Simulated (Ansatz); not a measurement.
# Run report: CH4AlCl, geometry relaxation

System: CH4AlCl.
Method: RKS PBE0-D4/def2-TZVP (Ansatz 0.2.0).

Figures and captions count atoms from 1; the log counts them from 0 in places.

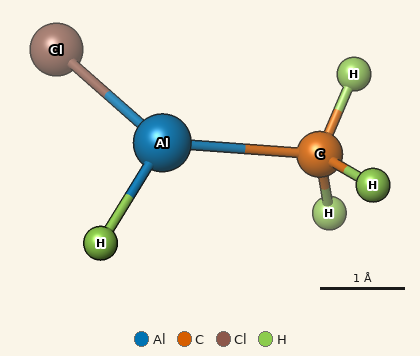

**Figure 1.** The starting structure (ball-and-stick view, seen at a tilt). Sticks mark near contacts. Bond lengths as drawn: Al–C 1.96 Å, Al–Cl 2.16 Å, Al–H 1.59 Å and C–H 1.09 to 1.10 Å.

Input
```yaml
crystal:
  periodic: [false, false, false]
  atoms:
    - {symbol: Al, position_ang: [-0.648960, 0.054650, 0.564721]}
    - {symbol: C, position_ang: [-0.946362, -0.336624, -1.330474]}
    - {symbol: Cl, position_ang: [-0.948605, 2.112154, 1.141416]}
    - {symbol: H, position_ang: [-1.022992, -1.003281, 1.697505]}
    - {symbol: H, position_ang: [-2.015796, -0.332927, -1.563688]}
    - {symbol: H, position_ang: [-0.480475, 0.403842, -1.989026]}
    - {symbol: H, position_ang: [-0.567478, -1.324302, -1.616037]}
basis:
  gaussian: {orbitals: def2-TZVP}
hamiltonian: {xc: pbe0, dispersion: d4}
relax: {f_tol: 0.005, max_steps: 200}
```

Launched with:
```bash
ansatz run in.yaml --threads 4 --pin off --events-out ev --progress --plain --max-ram 9574MiB
```

Log
```
Functional definition: PBE0
  name "PBE0"
  cite "Adamo & Barone, J. Chem. Phys. 110, 6158 (1999) doi:10.1063/1.478522"
  cite "Perdew, Burke & Ernzerhof, Phys. Rev. Lett. 77, 3865 (1996) doi:10.1103/PhysRevLett.77.3865"
  parent pbe
  parameter a = 0.25
  parameter kappa = 0.804
  parameter beta = 0.06672455060314922
  exchange = (1 - a)*pbe_x(kappa = kappa, mu = beta*pi^2/3) + a*exact_x
  correlation = pbe_c(beta = beta)
903 factors; their error is unknown
mean field evaluation 1: about -20209.7000 eV, gradient 5.2e1 eV
mean field evaluation 2: about -20206.1025 eV, gradient 5.8e1 eV
mean field evaluation 4: about -20215.8638 eV, gradient 2.3e0 eV
mean field evaluation 8: about -20215.8753 eV, gradient 2.2e-2 eV
mean field evaluation 16: about -20215.9209 eV, gradient 7.4e-5 eV
mean field -20215.92088707 eV, -742.9213897565 hartree, gradient 7.4e-5 eV, S^2 0.000000; 0 other end points of the search recorded, 0 dependent functions left out
the calculation of the forces begins
reference -20215.92091782 eV, -742.9213908867 hartree; 20, 20 occupied and 109, 109 virtual orbitals, 903 factors
relax step   1: F+E_penalty+E_count = -20216.01560024 eV  Δ(F+E_penalty+E_count) = +0.000e0 eV  max|allowed force component| = 1.499e0 eV/Å  Δτ_max = 0.0000 Å  (25 SCF iters, accepted)
these checks for a lower state are left out or cut short: starts, cluster_reference, orbital_swaps, neighbouring_geometries, increment
903 factors; their error is unknown
mean field -20216.10939849 eV, -742.9283174233 hartree, gradient 1.1e-5 eV, S^2 0.000000; 0 other end points of the search recorded, 0 dependent functions left out
the calculation of the forces begins
reference -20216.10942926 eV, -742.9283185541 hartree; 20, 20 occupied and 109, 109 virtual orbitals, 903 factors
relax step   2: F+E_penalty+E_count = -20216.20361789 eV  Δ(F+E_penalty+E_count) = -1.880e-1 eV  max|allowed force component| = 4.107e-1 eV/Å  Δτ_max = 0.1962 Å  (28 SCF iters, accepted)
these checks for a lower state are left out or cut short: starts, cluster_reference, orbital_swaps, neighbouring_geometries, increment
903 factors; their error is unknown
mean field -20216.13359458 eV, -742.9292066132 hartree, gradient 2.5e-5 eV, S^2 0.000000; 0 other end points of the search recorded, 0 dependent functions left out
the calculation of the forces begins
reference -20216.13362519 eV, -742.9292077382 hartree; 20, 20 occupied and 109, 109 virtual orbitals, 903 factors
relax step   3: F+E_penalty+E_count = -20216.22829431 eV  Δ(F+E_penalty+E_count) = -2.468e-2 eV  max|allowed force component| = 1.188e-1 eV/Å  Δτ_max = 0.0433 Å  (28 SCF iters, accepted)
these checks for a lower state are left out or cut short: starts, cluster_reference, orbital_swaps, neighbouring_geometries, increment
903 factors; their error is unknown
mean field evaluation 32: about -20216.0925 eV, gradient 7.4e-3 eV
mean field -20216.13824044 eV, -742.9293773453 hartree, gradient 2.4e-5 eV, S^2 0.000000; 0 other end points of the search recorded, 0 dependent functions left out
the calculation of the forces begins
reference -20216.13827097 eV, -742.9293784676 hartree; 20, 20 occupied and 109, 109 virtual orbitals, 903 factors
relax step   4: F+E_penalty+E_count = -20216.23306941 eV  Δ(F+E_penalty+E_count) = -4.775e-3 eV  max|allowed force component| = 1.228e-1 eV/Å  Δτ_max = 0.0390 Å  (29 SCF iters, accepted)
these checks for a lower state are left out or cut short: starts, cluster_reference, orbital_swaps, neighbouring_geometries, increment
903 factors; their error is unknown
mean field -20216.13891160 eV, -742.9294020101 hartree, gradient 2.3e-5 eV, S^2 0.000000; 0 other end points of the search recorded, 0 dependent functions left out
the calculation of the forces begins
reference -20216.13894211 eV, -742.9294031315 hartree; 20, 20 occupied and 109, 109 virtual orbitals, 903 factors
relax step   5: F+E_penalty+E_count = -20216.23366403 eV  Δ(F+E_penalty+E_count) = -5.946e-4 eV  max|allowed force component| = 1.626e-2 eV/Å  Δτ_max = 0.0176 Å  (28 SCF iters, accepted)
these checks for a lower state are left out or cut short: starts, cluster_reference, orbital_swaps, neighbouring_geometries, increment
903 factors; their error is unknown
mean field -20216.13891787 eV, -742.9294022405 hartree, gradient 2.3e-5 eV, S^2 0.000000; 0 other end points of the search recorded, 0 dependent functions left out
the calculation of the forces begins
reference -20216.13894839 eV, -742.9294033621 hartree; 20, 20 occupied and 109, 109 virtual orbitals, 903 factors
relax step   6: F+E_penalty+E_count = -20216.23369074 eV  Δ(F+E_penalty+E_count) = -2.672e-5 eV  max|allowed force component| = 2.219e-3 eV/Å  Δτ_max = 0.0044 Å  (29 SCF iters, accepted)
903 factors; their error is unknown
mean field evaluation 64: about -20216.1389 eV, gradient 7.4e-3 eV
```

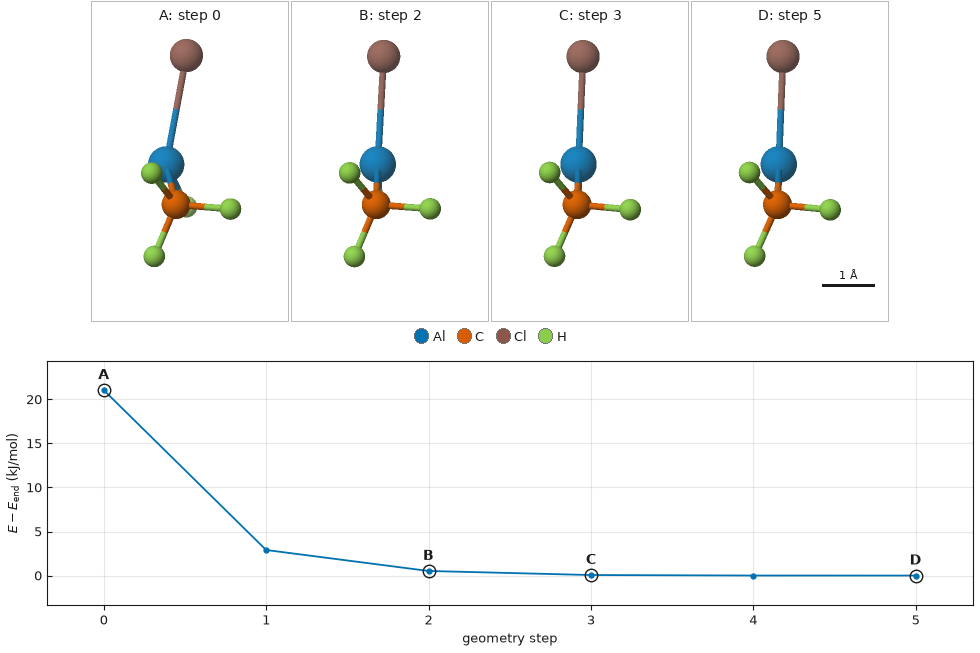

**Figure 2.** Frames of the relaxation (ball-and-stick view, seen at an oblique angle) above the curves, on which the letters mark them (the first geometry is step 0 here and step 1 in the log).

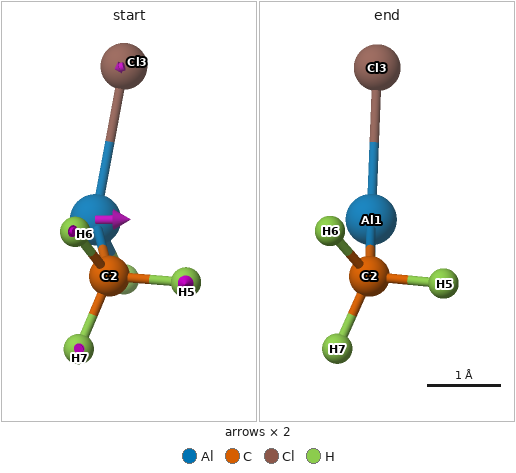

**Figure 3.** Before (left) and after (right) the relaxation, at one scale (ball-and-stick view, seen at an oblique angle). The pink arrows give the displacements, magnified 2 times. After 5 geometry steps the energy has fallen by 21.0 kJ/mol. The largest force component goes from 1.5 to 0.0022 eV/Å. The largest move after the best rigid fit is that of Al1, 0.25 Å. Largest moves by element: Al 0.25 Å, H 0.17 Å, Cl 0.07 Å, C 0.03 Å. Among the contacts that change: Al1–Cl3 2.158 → 2.105 Å, Al1–C2 1.958 → 1.938 Å, Al1–H4 1.594 → 1.579 Å. Among the angles that change: C2–Al1–H4 121.3° → 125.4°, C2–Al1–Cl3 115.4° → 118.5°. (Atoms are counted from 1 in the order of the input.)

```
mean field -20216.13891787 eV, -742.9294022405 hartree, gradient 2.6e-5 eV, S^2 0.000000; 1 other end points of the search recorded, 0 dependent functions left out
the calculation of the forces begins
reference -20216.13894839 eV, -742.9294033621 hartree; 20, 20 occupied and 109, 109 virtual orbitals, 903 factors
Total energy: -20216.23372126 eV, -742.9328862011 hartree
Atom 0 at    -0.895023     0.069260     0.554139 Å, force    -0.000774    -0.002219    -0.000142 eV/Å
Atom 1 at    -0.973668    -0.336701    -1.339321 Å, force    -0.000157     0.001907     0.001118 eV/Å
Atom 2 at    -0.884260     2.088369     1.150251 Å, force    -0.000050     0.000619     0.000022 eV/Å
Atom 3 at    -0.858666    -0.997487     1.717668 Å, force     0.000726     0.001045     0.000343 eV/Å
Atom 4 at    -2.014347    -0.324210    -1.682022 Å, force    -0.000616    -0.000169    -0.000561 eV/Å
Atom 5 at    -0.433201     0.402821    -1.935157 Å, force     0.000820    -0.000493     0.000290 eV/Å
Atom 6 at    -0.571504    -1.328541    -1.561141 Å, force     0.000051    -0.000690    -0.001069 eV/Å
Dipole moment:    -0.007255    -0.295567    -0.245180 e Å
```

Trajectory as extended XYZ (Å, eV, eV/Å), 6 frames, from step=1 to step=6
```
7
Properties=species:S:1:pos:R:3:forces:R:3 step=1 energy=-20216.01560
Al   -0.6490    0.0546    0.5647   -1.4987   0.5007  -0.0486
C    -0.9464   -0.3366   -1.3305    0.6743  -0.0250  -0.0820
Cl   -0.9486    2.1122    1.1414    0.4106  -0.6324  -0.1402
H    -1.0230   -1.0033    1.6975    0.5034   0.0888  -0.0197
H    -2.0158   -0.3329   -1.5637   -0.0660   0.0639   0.2560
H    -0.4805    0.4038   -1.9890   -0.0198  -0.0494   0.0228
H    -0.5675   -1.3243   -1.6160   -0.0039   0.0534   0.0118
7
Properties=species:S:1:pos:R:3:forces:R:3 step=2 energy=-20216.20362
Al   -0.8446    0.0687    0.5589   -0.1116   0.0558   0.1054
C    -0.9350   -0.3383   -1.3514    0.1116   0.0269   0.2254
Cl   -0.9113    2.1166    1.1509    0.0578  -0.4107  -0.1065
H    -0.9195   -1.0219    1.7408    0.0821   0.2893  -0.2870
H    -2.0054   -0.3126   -1.5827   -0.0702  -0.0201  -0.1361
H    -0.4462    0.3966   -1.9974   -0.0379  -0.0046   0.1089
H    -0.5687   -1.3356   -1.6147   -0.0318   0.0633   0.0899
7
Properties=species:S:1:pos:R:3:forces:R:3 step=3 energy=-20216.22829
Al   -0.8754    0.0680    0.5552    0.0088  -0.0505  -0.0072
C    -0.9499   -0.3367   -1.3455   -0.0786   0.0106   0.1188
Cl   -0.8968    2.0911    1.1471    0.0137  -0.0440  -0.0099
H    -0.8891   -1.0023    1.7282    0.0196   0.0803  -0.0953
H    -2.0122   -0.3167   -1.6252    0.0582  -0.0177  -0.0751
H    -0.4388    0.4019   -1.9674   -0.0118   0.0029   0.0422
H    -0.5685   -1.3319   -1.5881   -0.0099   0.0185   0.0264
7
Properties=species:S:1:pos:R:3:forces:R:3 step=4 energy=-20216.23307
Al   -0.8891    0.0693    0.5541    0.0033  -0.0238  -0.0232
C    -0.9648   -0.3369   -1.3393   -0.1228   0.0070  -0.0041
Cl   -0.8854    2.0871    1.1479    0.0039   0.0295   0.0097
H    -0.8708   -0.9972    1.7167    0.0060  -0.0092   0.0138
H    -2.0150   -0.3249   -1.6633    0.0900  -0.0035   0.0030
H    -0.4371    0.4048   -1.9427    0.0089   0.0043  -0.0024
H    -0.5685   -1.3288   -1.5690    0.0107  -0.0044   0.0032
7
Properties=species:S:1:pos:R:3:forces:R:3 step=5 energy=-20216.23366
Al   -0.8951    0.0702    0.5535   -0.0008  -0.0163   0.0116
C    -0.9737   -0.3370   -1.3397    0.0132   0.0058   0.0013
Cl   -0.8806    2.0884    1.1519    0.0002   0.0045  -0.0025
H    -0.8628   -0.9969    1.7177    0.0011   0.0064  -0.0070
H    -2.0148   -0.3282   -1.6805   -0.0061  -0.0023  -0.0059
H    -0.4362    0.4041   -1.9362   -0.0021   0.0028  -0.0008
H    -0.5675   -1.3271   -1.5623   -0.0056  -0.0009   0.0034
7
Properties=species:S:1:pos:R:3:forces:R:3 step=6 energy=-20216.23369
Al   -0.8950    0.0693    0.5541   -0.0008  -0.0022  -0.0001
C    -0.9737   -0.3367   -1.3393   -0.0002   0.0019   0.0011
Cl   -0.8843    2.0884    1.1503   -0.0001   0.0006   0.0000
H    -0.8587   -0.9975    1.7177    0.0007   0.0010   0.0003
H    -2.0143   -0.3242   -1.6820   -0.0006  -0.0002  -0.0006
H    -0.4332    0.4028   -1.9352    0.0008  -0.0005   0.0003
H    -0.5715   -1.3285   -1.5611    0.0001  -0.0007  -0.0011
```

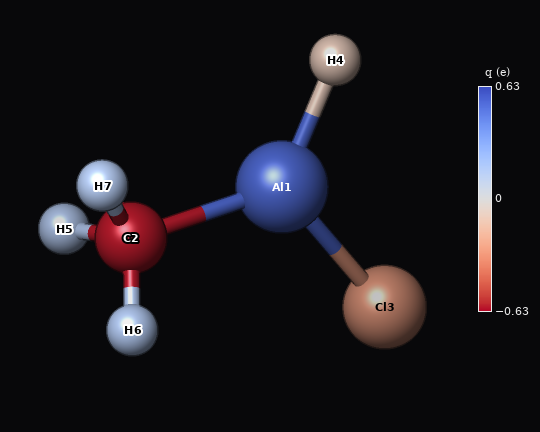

**Figure 4.** Mulliken charges, as the colour of each atom (ball-and-stick view, seen at a tilt; atoms are numbered from 1 in the order of the input). By element: Al +0.53, C −0.60, Cl −0.28 and H −0.09 to +0.15 e.

Key numbers

| quantity | value |
| --- | --- |
| outcome | converged |
| total energy | −20216.2337 eV |
| mean-field energy | −20216.1389 eV |
| dispersion energy | −0.0948 eV |
| SCF solution under orbital rotations | stable |
| largest force (length of the vector) at the end | 0.002 eV/Å |
| dipole moment | 1.84 D |
| hardware | 4 threads of Arm Neoverse V2, 23 GiB of memory available, shared host |
| wall time | 6.5 s (CPU time 23 s) |
| peak memory | 0.49 GiB |
